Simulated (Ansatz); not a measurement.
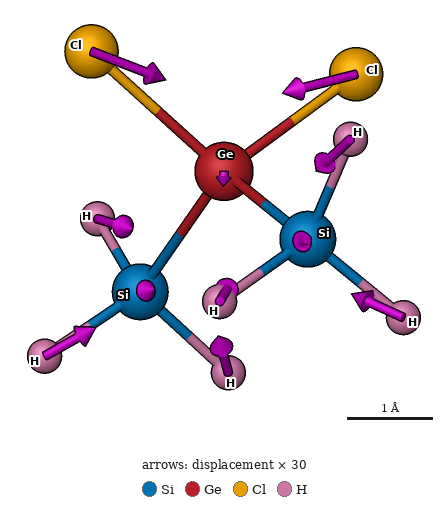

This is a relaxation of GeSi$_{2}$H$_{6}$Cl$_{2}$. The starting structure is drawn; purple arrows show the displacements, magnified 30 times. The two geometries are superimposed by the best rigid fit.

The picture is a ball-and-stick view, seen from a free direction.

The start comes from PBE-D4/def2-SVP.

The calculation used RKS PBE0-D4/def2-TZVP in Ansatz 0.2.0.

The input:
```yaml
crystal:
  periodic: [false, false, false]
  atoms:
    - {symbol: Si, position_ang: [-2.113533, 0.360052, 0.188086]}
    - {symbol: Ge, position_ang: [0.158623, 0.361805, -0.584831]}
    - {symbol: Si, position_ang: [1.943426, -0.808344, 0.513229]}
    - {symbol: Cl, position_ang: [0.106996, -0.394781, -2.648654]}
    - {symbol: Cl, position_ang: [0.772053, 2.471428, -0.674675]}
    - {symbol: H, position_ang: [-2.154283, 0.939559, 1.574609]}
    - {symbol: H, position_ang: [-2.618867, -1.055626, 0.210307]}
    - {symbol: H, position_ang: [-2.927996, 1.195202, -0.756045]}
    - {symbol: H, position_ang: [2.077899, -0.283494, 1.915524]}
    - {symbol: H, position_ang: [3.205427, -0.567654, -0.262435]}
    - {symbol: H, position_ang: [1.615655, -2.275147, 0.545486]}
basis:
  gaussian: {orbitals: def2-TZVP}
hamiltonian: {xc: pbe0, dispersion: d4}
relax: {f_tol: 0.005, max_steps: 150}
```

Command:
```bash
ansatz run in.yaml --threads 4 --pin off --events-out ev --progress --plain --max-ram 11315MiB
```

### What happened in the run?

Over 3 geometry steps the energy falls by 3.28 kJ/mol. Largest force component: 0.43 eV/Å at the start, 0.0019 eV/Å at the end. The largest moves after the best rigid fit, 0.035 Å, are those of Cl4 and Cl5. By element the largest moves are Cl 0.035 Å, H 0.031 Å, Si 0.012 Å, Ge 0.006 Å. Near-neighbour distances that change, for instance: Ge2–Cl4 2.199 → 2.170 Å, Si1–H6 1.503 → 1.485 Å, Ge2–Si3 2.400 → 2.387 Å. Cost: 31 s on 4 threads of Arm Neoverse V2 (shared host).
